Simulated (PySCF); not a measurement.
## A study: C8H7N, SMILES `c1ccn2cccc2c1`

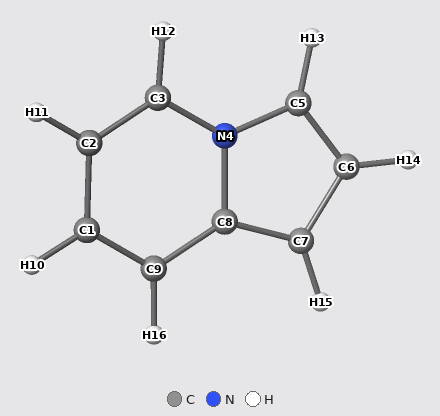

The molecule, with its atoms numbered as below. No frequency check shows the geometry to be a minimum.

Geometry (Å), atoms numbered from 1:

```
C1       2.1208    0.6923    0.0000
C2       2.0768   -0.7225    0.0000
C3       0.8836   -1.3697    0.0000
N4      -0.2767   -0.6631    0.0000
C5      -1.5560   -1.0992    0.0000
C6      -2.3913   -0.0021    0.0000
C7      -1.5994    1.1475    0.0000
C8      -0.2754    0.7338    0.0000
C9       0.9591    1.4063    0.0000
H10      3.0774    1.1905    0.0000
H11      2.9937   -1.2892    0.0000
H12      0.7944   -2.4461    0.0000
H13     -1.7920   -2.1455    0.0000
H14     -3.4637   -0.0352    0.0000
H15     -1.9390    2.1638    0.0000
H16      0.9566    2.4851    0.0000
```

### 1. Excited states

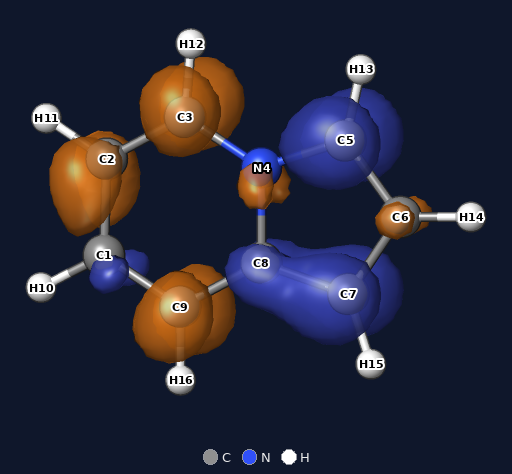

Unrelaxed difference density of S₁ less the ground state (TDA singlet states), ±0.03 e/Å³; orange: gain, blue: loss.

Method: B3LYP/def2-SVP; geometry: GFN2-xTB; program: PySCF. Without diffuse functions Rydberg states are missing, so the states' numbers hold for this basis only.

Question: How does the charge move on excitation?

Answer: 0.67 e is displaced in all, of which about 0.5 e passes between atoms: C5 (0.20 e) and C7 (0.20 e) lose electrons and C3 (0.17 e) and C9 (0.15 e) gain them. The state: 3.94 eV (315 nm), f = 0.053, π → π*; the leading pair carries 95 %; hole on C5 and C7 (22 % each), C8 (13 %) and C1 (9 %), electron on C3 (23 %), C9 (20 %) and C2 (14 %); their centroids lie 1.4 Å apart.

### 2. Magnetic shielding

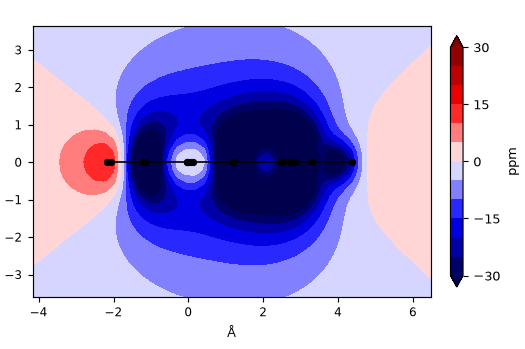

NICSzz (the component normal to the ring) in a plane perpendicular to the 6-membered ring C1/C2/C3/N4/C8/C9; GIAO shieldings; atoms are projected onto the map; negative values mean shielding.

PySCF calculation, PBE/6-31G*, gas phase; geometry: GFN2-xTB.

Question: Classify the ring and give its NICS values.

Answer: It is strongly diatropic (aromatic): NICS(0) = −6.6, NICS(1) = −7.7, NICS(1)zz = −18.6 ppm. The 5-membered ring N4/C5/C6/C7/C8 is strongly diatropic (aromatic): NICS(0) = −17.6, NICS(1) = −14.9, NICS(1)zz = −39.9 ppm.

Question: What absolute proton shieldings does the same calculation give?

Answer: From 24.6 ppm (H12) to 26.1 ppm (H15).

### 3. The π system

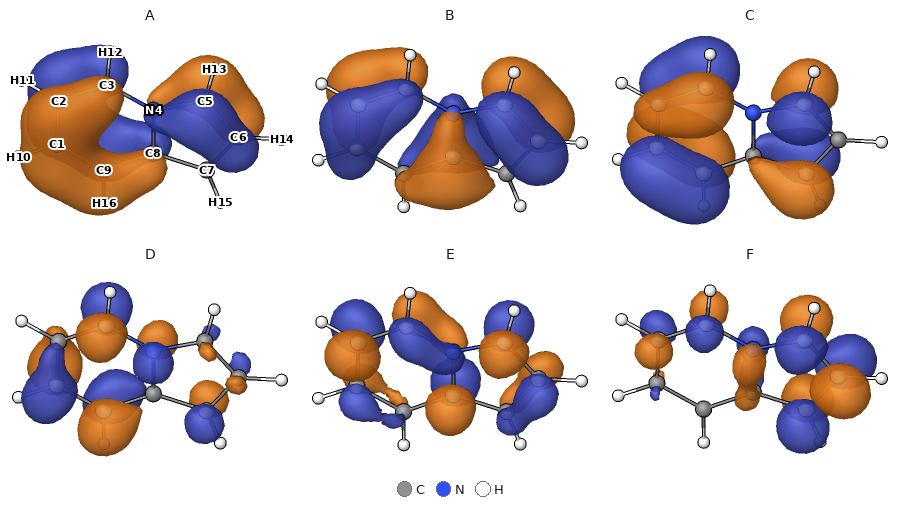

Natural orbitals of the π active space, CASSCF(10,9), singlet state, in order of falling occupation. Only those nearest the frontier are drawn.

Method: 6-31G* basis; geometry: GFN2-xTB; program: PySCF.

Question: What are the natural occupation numbers?

Answer: A 1.95, B 1.92, C 1.89, D 0.11, E 0.09, F 0.06.

Question: How multiconfigurational is the state?

Answer: The leading determinant weighs 0.85; the effective number of unpaired electrons, Σ n²(2−n)², is 0.18; the most occupied of the weakly occupied orbitals holds 0.11 e, as in an ordinary closed-shell π system. The active space lowers the energy by 2.81 eV against Hartree–Fock.

Question: Where does the lowest triplet lie relative to the singlet, at this geometry and within this active space?

Answer: 3.18 eV above it by strongly contracted NEVPT2 (+2.96 eV by CASSCF); a small basis tends to put such gaps a few tenths of an eV too high. This is a vertical energy for π states alone; a state that uses lone pairs or σ orbitals may lie lower.

The PySCF runs shown took 6.7 min, 44 s and 65 s on 1 thread of Intel(R) Xeon(R) Platinum 8488C (Sapphire Rapids) (shared host).
